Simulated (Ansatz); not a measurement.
Input

```
crystal:
  periodic: [false, false, false]
  atoms:
    - {symbol: B, position_ang: [0.570485, 1.578793, 0.867791]}
    - {symbol: Cl, position_ang: [-2.099481, -0.876375, -1.001340]}
    - {symbol: Cl, position_ang: [-2.662387, -0.068120, 2.725347]}
    - {symbol: In, position_ang: [-1.272633, 0.297634, 0.862184]}
    - {symbol: H, position_ang: [0.486971, 2.751264, 0.604174]}
    - {symbol: H, position_ang: [1.638794, 1.090858, 1.135831]}
basis:
  gaussian:
    orbitals: def2-TZVPD
hamiltonian:
  xc: pbe0
output: {forces: true, orbitals: {seedname: orbitals}}
```

Run with:

```sh
ansatz run input.yaml --threads 1 --pin off --max-ram 2610MiB --events-out events.jsonl --progress --plain --runs-dir runs
```

Geometry: PBE0-D3(BJ)/def2-SVP; core potentials replace the inner electrons of In.

All numbers below come from isolated molecule in a Gaussian basis; Kohn-Sham density functional theory, functional PBE0 in Ansatz 0.2.0.

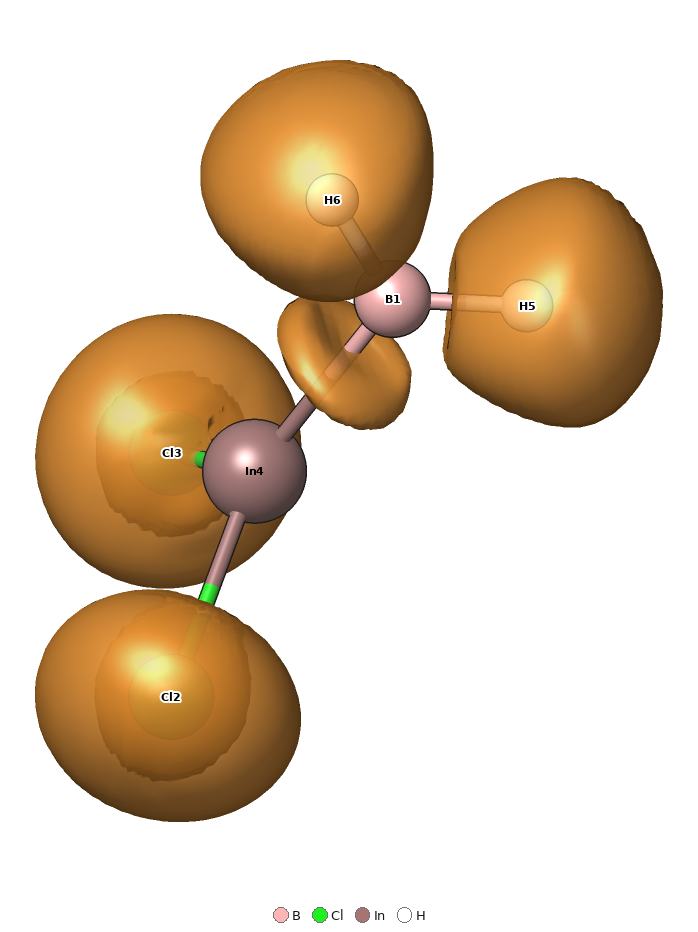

BCl₂H₂In (SMILES [BH2][In]([Cl])[Cl]). Isosurface of the electron localisation function at 0.8 (orange), seen at an oblique angle. Core shells and regions of very low density are left out.

Describe the localisation domains.

Answer. The surface consists of two regions around hydrogen nuclei, one lobe of the valence shell of B pointing towards In (polar bonds) and two regions wrapped around Cl (the valence shell of each). Profiles from the grid: In–B (2.24 Å): the ELF peaks at about 0.95 in the valence shell of B, 0.8 Å from its nucleus, and drops to about 0.20 between the two atoms. In–Cl (2.35 Å): the ELF peaks at about 0.80 in the valence shell of Cl, 0.8 Å from its nucleus, and drops to about 0.15 between the two atoms.
